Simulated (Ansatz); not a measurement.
## Run report: SnH$_{6}$SO, geometry relaxation (part 1 of 2)

System: SnH$_{6}$SO.
Method: RKS PBE/def2-SVP (Ansatz 0.2.0).

The input holds or restrains some coordinates. Forces given for the steps count only the free coordinates. It belongs to a series of runs on one base structure; here: pulled along the bonds that form and break, towards end A. Figures and captions count atoms from 1; the log counts them from 0 in places.

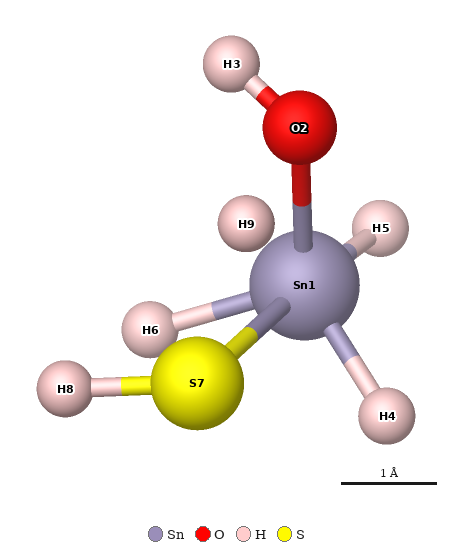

Figure 1. The starting structure (ball-and-stick view, seen at a tilt; atoms are numbered from 1 in the order of the input). Sticks mark near contacts.

Results in brief:

- outcome: converged under the restraints of the input
- total energy: −18798.6144 eV
- mean-field energy: −18798.6144 eV
- largest force (length of the vector) at the end, held atoms and coordinates included: 0.979 eV/Å
- hardware: 2 threads of Arm Neoverse V2, 24 GiB of memory available, shared host
- wall time: 14 s (CPU time 26 s)
- peak memory: 0.12 GiB

Input:
```yaml
crystal:
  periodic: [false, false, false]
  atoms:
    - { symbol: Sn, position_ang: [0.0, 0.0, 0.0] }
    - { symbol: O, position_ang: [0.0, 0.0, 2.31] }
    - { symbol: H, position_ang: [-0.9095, -0.2814, 2.6471] }
    - { symbol: H, position_ang: [1.6408, 0.0, -0.5794] }
    - { symbol: H, position_ang: [-0.8195, 1.4198, -0.5794] }
    - { symbol: H, position_ang: [-0.8195, -1.4198, -0.5794] }
    - { symbol: S, position_ang: [1.4301, -2.1716, 0.864] }
    - { symbol: H, position_ang: [0.645, -3.3249, 0.7468] }
    - { symbol: H, position_ang: [0.7327, -1.1126, 2.0831] }
basis:
  gaussian: { orbitals: def2-SVP }
hamiltonian:
  xc: pbe
relax:
  f_tol: 0.15
  max_steps: 25
  restrain:
    - { distance: [0, 6], at: 3.64, k: 30.0 }
    - { distance: [8, 1], at: 2.21, k: 30.0 }
    - { distance: [0, 1], at: 1.96, k: 30.0 }
    - { distance: [8, 6], at: 1.4, k: 30.0 }
output:
  orbitals: {}
```

Command:
```bash
ansatz run input.yaml --threads 2 --pin off --max-ram 3072MiB --backend cpu --events-out ev --progress --plain --runs-dir out
```

Output:
```
The last accepted step is kept in [file] (removed where the run ends without a failure and the disk answers)
Engine: ansatz 0.2.0, aarch64-unknown-linux-gnu
Functional definition: PBE
  parameter kappa = 0.804
  parameter beta = 0.06672455060314922
  exchange = pbe_x(kappa = kappa, mu = beta*pi^2/3)
  correlation = pbe_c(beta = beta)
987 factors; their error is unknown
mean field evaluation 1: about -18792.1803 eV, gradient 5.1e1 eV
mean field evaluation 2: about -18749.3620 eV, gradient 1.4e2 eV
mean field evaluation 4: about -18796.9651 eV, gradient 1.1e1 eV
mean field evaluation 8: about -18797.3795 eV, gradient 1.9e-1 eV
mean field evaluation 16: about -18797.3504 eV, gradient 8.4e-5 eV
mean field -18797.35036188 eV, -690.7898844975 hartree, gradient 1.9e-5 eV, S^2 0.000000; 0 other end points of the search recorded, 0 dependent functions left out
the calculation of the forces begins
reference -18797.35040139 eV, -690.7898859492 hartree; 26, 26 occupied and 62, 62 virtual orbitals, 987 factors
relax step   1: F+E_penalty+E_count = -18797.35036188 eV  Δ(F+E_penalty+E_count) = +0.000e0 eV  max|allowed force component| = 1.230e0 eV/Å  E_restraint = 26.97955929 eV  max|allowed force component, restraints' pulls added| = 2.766e1 eV/Å  Δτ_max = 0.0000 Å  (27 SCF iters, accepted)
  distance Sn 0 - S 6 = 2.7400 Å
  distance H 8 - O 1 = 1.3514 Å
  distance Sn 0 - O 1 = 2.3100 Å
  distance H 8 - S 6 = 1.7590 Å
these checks for a lower state are left out or cut short: starts, cluster_reference, orbital_swaps, neighbouring_geometries, increment
987 factors; their error is unknown
mean field -18797.42181556 eV, -690.7925103719 hartree, gradient 5.4e-6 eV, S^2 0.000000; 0 other end points of the search recorded, 0 dependent functions left out
the calculation of the forces begins
reference -18797.42185526 eV, -690.7925118306 hartree; 26, 26 occupied and 62, 62 virtual orbitals, 987 factors
relax step   2: F+E_penalty+E_count = -18797.42181556 eV  Δ(F+E_penalty+E_count) = -7.145e-2 eV  max|allowed force component| = 2.985e0 eV/Å  E_restraint = 11.35768795 eV  max|allowed force component, restraints' pulls added| = 1.929e1 eV/Å  Δτ_max = 0.1926 Å  (33 SCF iters, accepted)
  distance Sn 0 - S 6 = 3.0672 Å
  distance H 8 - O 1 = 1.6451 Å
  distance Sn 0 - O 1 = 2.2156 Å
  distance H 8 - S 6 = 1.6113 Å
these checks for a lower state are left out or cut short: starts, cluster_reference, orbital_swaps, neighbouring_geometries, increment
987 factors; their error is unknown
mean field evaluation 32: about -18797.6508 eV, gradient 1.5e-4 eV
mean field -18797.65079824 eV, -690.8009253301 hartree, gradient 2.0e-5 eV, S^2 0.000000; 0 other end points of the search recorded, 0 dependent functions left out
the calculation of the forces begins
reference -18797.65083806 eV, -690.8009267934 hartree; 26, 26 occupied and 62, 62 virtual orbitals, 987 factors
relax step   3: F+E_penalty+E_count = -18797.65079824 eV  Δ(F+E_penalty+E_count) = -2.290e-1 eV  max|allowed force component| = 3.682e0 eV/Å  E_restraint = 3.26593064 eV  max|allowed force component, restraints' pulls added| = 8.903e0 eV/Å  Δτ_max = 0.1948 Å  (31 SCF iters, accepted)
  distance Sn 0 - S 6 = 3.2842 Å
  distance H 8 - O 1 = 1.9614 Å
  distance Sn 0 - O 1 = 2.1136 Å
  distance H 8 - S 6 = 1.4755 Å
these checks for a lower state are left out or cut short: starts, cluster_reference, orbital_swaps, neighbouring_geometries, increment
987 factors; their error is unknown
mean field -18798.13660940 eV, -690.8187785609 hartree, gradient 1.0e-5 eV, S^2 0.000000; 0 other end points of the search recorded, 0 dependent functions left out
the calculation of the forces begins
reference -18798.13664906 eV, -690.8187800182 hartree; 26, 26 occupied and 62, 62 virtual orbitals, 987 factors
relax step   4: F+E_penalty+E_count = -18798.13660940 eV  Δ(F+E_penalty+E_count) = -4.858e-1 eV  max|allowed force component| = 2.424e0 eV/Å  E_restraint = 0.31303292 eV  max|allowed force component, restraints' pulls added| = 2.930e0 eV/Å  Δτ_max = 0.1949 Å  (31 SCF iters, accepted)
  distance Sn 0 - S 6 = 3.5104 Å
  distance H 8 - O 1 = 2.1817 Å
  distance Sn 0 - O 1 = 2.0165 Å
  distance H 8 - S 6 = 1.4089 Å
these checks for a lower state are left out or cut short: starts, cluster_reference, orbital_swaps, neighbouring_geometries, increment
987 factors; their error is unknown
mean field -18798.53396154 eV, -690.8333809826 hartree, gradient 9.1e-6 eV, S^2 0.000000; 0 other end points of the search recorded, 0 dependent functions left out
the calculation of the forces begins
reference -18798.53400130 eV, -690.8333824438 hartree; 26, 26 occupied and 62, 62 virtual orbitals, 987 factors
relax step   5: F+E_penalty+E_count = -18798.53396154 eV  Δ(F+E_penalty+E_count) = -3.974e-1 eV  max|allowed force component| = 1.343e0 eV/Å  E_restraint = 0.01403493 eV  max|allowed force component, restraints' pulls added| = 5.413e-1 eV/Å  Δτ_max = 0.1942 Å  (29 SCF iters, accepted)
  distance Sn 0 - S 6 = 3.6326 Å
  distance H 8 - O 1 = 2.2110 Å
  distance Sn 0 - O 1 = 1.9893 Å
  distance H 8 - S 6 = 1.3956 Å
these checks for a lower state are left out or cut short: starts, cluster_reference, orbital_swaps, neighbouring_geometries, increment
987 factors; their error is unknown
mean field -18798.58250197 eV, -690.8351648106 hartree, gradient 2.5e-5 eV, S^2 0.000000; 0 other end points of the search recorded, 0 dependent functions left out
the calculation of the forces begins
reference -18798.58254194 eV, -690.8351662792 hartree; 26, 26 occupied and 62, 62 virtual orbitals, 987 factors
relax step   6: F+E_penalty+E_count = -18798.58250197 eV  Δ(F+E_penalty+E_count) = -4.854e-2 eV  max|allowed force component| = 1.145e0 eV/Å  E_restraint = 0.01563175 eV  max|allowed force component, restraints' pulls added| = 3.203e-1 eV/Å  Δτ_max = 0.2000 Å  (27 SCF iters, accepted)
  distance Sn 0 - S 6 = 3.6445 Å
  distance H 8 - O 1 = 2.2039 Å
  distance Sn 0 - O 1 = 1.9880 Å
  distance H 8 - S 6 = 1.3858 Å
these checks for a lower state are left out or cut short: starts, cluster_reference, orbital_swaps, neighbouring_geometries, increment
987 factors; their error is unknown
mean field -18798.60572186 eV, -690.8360181258 hartree, gradient 5.5e-6 eV, S^2 0.000000; 0 other end points of the search recorded, 0 dependent functions left out
the calculation of the forces begins
reference -18798.60576217 eV, -690.8360196072 hartree; 26, 26 occupied and 62, 62 virtual orbitals, 987 factors
relax step   7: F+E_penalty+E_count = -18798.60572186 eV  Δ(F+E_penalty+E_count) = -2.322e-2 eV  max|allowed force component| = 1.082e0 eV/Å  E_restraint = 0.01750579 eV  max|allowed force component, restraints' pulls added| = 2.237e-1 eV/Å  Δτ_max = 0.1040 Å  (26 SCF iters, accepted)
  distance Sn 0 - S 6 = 3.6445 Å
  distance H 8 - O 1 = 2.2006 Å
  distance Sn 0 - O 1 = 1.9883 Å
  distance H 8 - S 6 = 1.3839 Å
these checks for a lower state are left out or cut short: starts, cluster_reference, orbital_swaps, neighbouring_geometries, increment
987 factors; their error is unknown
mean field evaluation 64: about -18798.4480 eV, gradient 7.2e0 eV
mean field -18798.60241508 eV, -690.8358966039 hartree, gradient 2.3e-5 eV, S^2 0.000000; 0 other end points of the search recorded, 0 dependent functions left out
the calculation of the forces begins
reference -18798.60245582 eV, -690.8358981008 hartree; 26, 26 occupied and 62, 62 virtual orbitals, 987 factors
relax step   8: F+E_penalty+E_count = -18798.60241508 eV  Δ(F+E_penalty+E_count) = +3.307e-3 eV  max|allowed force component| = 1.153e0 eV/Å  E_restraint = 0.01612042 eV  max|allowed force component, restraints' pulls added| = 7.401e-1 eV/Å  Δτ_max = 0.1278 Å  (27 SCF iters, rejected (line search))
  distance Sn 0 - S 6 = 3.6459 Å
  distance H 8 - O 1 = 2.2115 Å
  distance Sn 0 - O 1 = 1.9910 Å
  distance H 8 - S 6 = 1.3912 Å
these checks for a lower state are left out or cut short: starts, cluster_reference, orbital_swaps, neighbouring_geometries, increment
987 factors; their error is unknown
mean field -18798.61432674 eV, -690.8363343494 hartree, gradient 8.6e-6 eV, S^2 0.000000; 0 other end points of the search recorded, 0 dependent functions left out
the calculation of the forces begins
reference -18798.61436723 eV, -690.8363358373 hartree; 26, 26 occupied and 62, 62 virtual orbitals, 987 factors
relax step   9: F+E_penalty+E_count = -18798.61432674 eV  Δ(F+E_penalty+E_count) = -8.605e-3 eV  max|allowed force component| = 9.666e-1 eV/Å  E_restraint = 0.01682867 eV  max|allowed force component, restraints' pulls added| = 9.040e-2 eV/Å  Δτ_max = 0.0639 Å  (26 SCF iters, accepted)
```

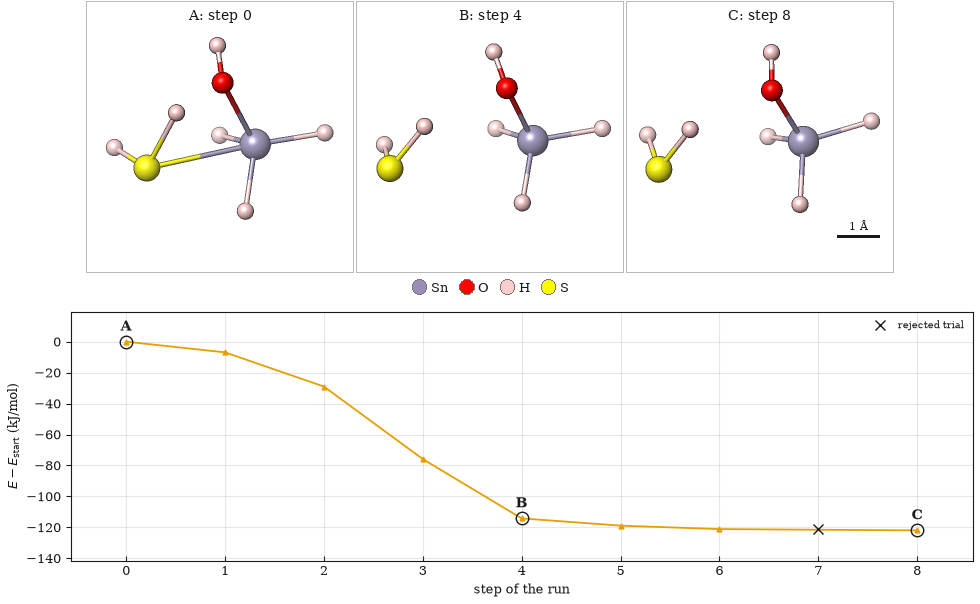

Figure 2. Frames of the restrained relaxation (ball-and-stick view, seen at a tilt) above the curves, on which the letters mark them (the first geometry is step 0 here and step 1 in the log).
